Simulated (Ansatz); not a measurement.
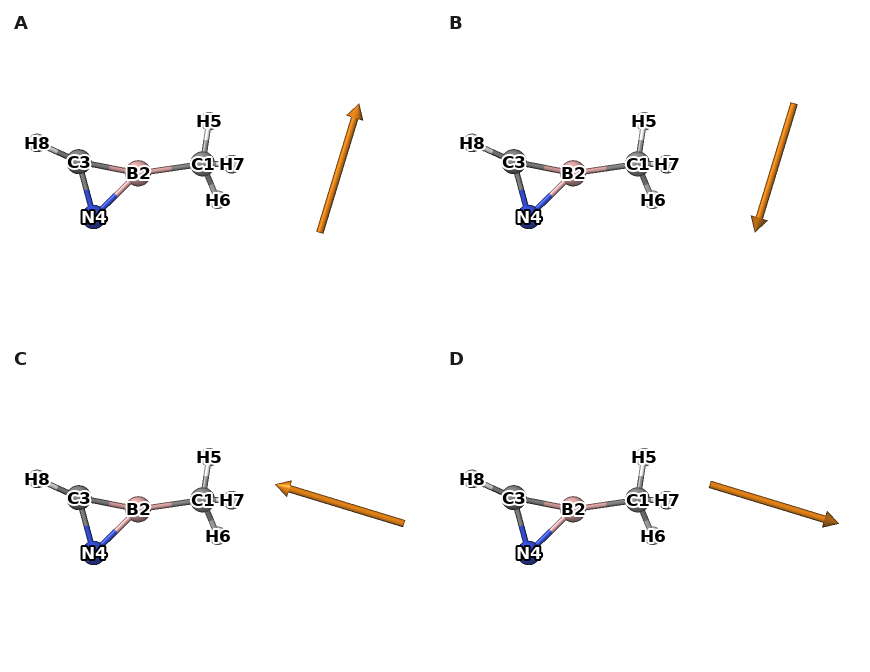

The same molecule four times, each with an arrow. Computed geometry: PBE0-D4/def2-TZVP optimisation. Method: RKS PBE0-D4/def2-TZVP (Ansatz 0.2.0).

Question: Which arrow points along the dipole moment, from the negative to the positive end?

Answer: A. The dipole moment is 1.84 D; it points from the side of N4 to the side of H5 (the outermost atoms at the two ends).
